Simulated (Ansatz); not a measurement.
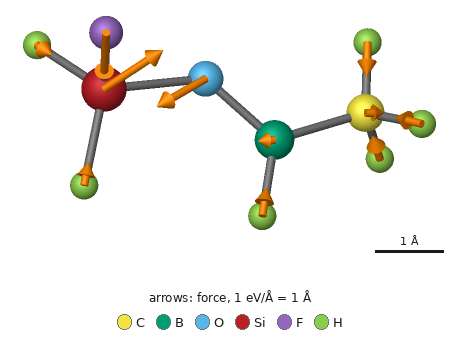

Starting geometry of CH$_{6}$BFOSi with the computed forces as orange arrows. Style: ball-and-stick. Shown at a tilt.

The start comes from PBE-D4/def2-SVP.

These are results of Ansatz, RKS PBE0-D4/def2-TZVP, not measurements.

Input
```yaml
crystal:
  periodic: [false, false, false]
  atoms:
    - {symbol: C, position_ang: [-1.139964, 1.040191, -1.372918]}
    - {symbol: B, position_ang: [-0.096905, 0.089131, -0.696145]}
    - {symbol: O, position_ang: [-0.077518, -0.063262, 0.668802]}
    - {symbol: Si, position_ang: [0.959127, -0.960495, 1.641294]}
    - {symbol: F, position_ang: [1.973292, 0.081413, 2.382861]}
    - {symbol: H, position_ang: [-0.609277, 1.807129, -1.980210]}
    - {symbol: H, position_ang: [-1.816206, 1.549305, -0.658379]}
    - {symbol: H, position_ang: [-1.750388, 0.468669, -2.107490]}
    - {symbol: H, position_ang: [0.718896, -0.544074, -1.361764]}
    - {symbol: H, position_ang: [1.776675, -1.903021, 0.813862]}
    - {symbol: H, position_ang: [0.127667, -1.621886, 2.690788]}
basis:
  gaussian: {orbitals: def2-TZVP}
hamiltonian: {xc: pbe0, dispersion: d4}
relax: {f_tol: 0.005, max_steps: 150}
```

Launched with:
```bash
ansatz run in.yaml --threads 4 --pin off --events-out ev --progress --plain --max-ram 10444MiB
```

Is this structure relaxed? If not, where do the atoms go?

It isn't relaxed: the largest force vector, on F5, is 1.33 eV/Å. The final displacements follow the starting forces only in part (cosine between the two patterns 0.43). The atom that moves furthest after the best rigid fit is F5 (0.079 Å). Largest moves by element: F 0.079 Å, H 0.065 Å, O 0.034 Å, Si 0.030 Å, C 0.021 Å, B 0.018 Å. Among the contacts that change: O3–Si4 1.681 → 1.637 Å, Si4–F5 1.632 → 1.591 Å, B2–H9 1.229 → 1.207 Å, Si4–H11 1.493 → 1.475 Å. After 13 geometry steps the energy has fallen by 8.44 kJ/mol. The largest force component goes from 1.1 to 0.0038 eV/Å. Cost: 43 s on 4 threads of Arm Neoverse V1, with other jobs on the host.
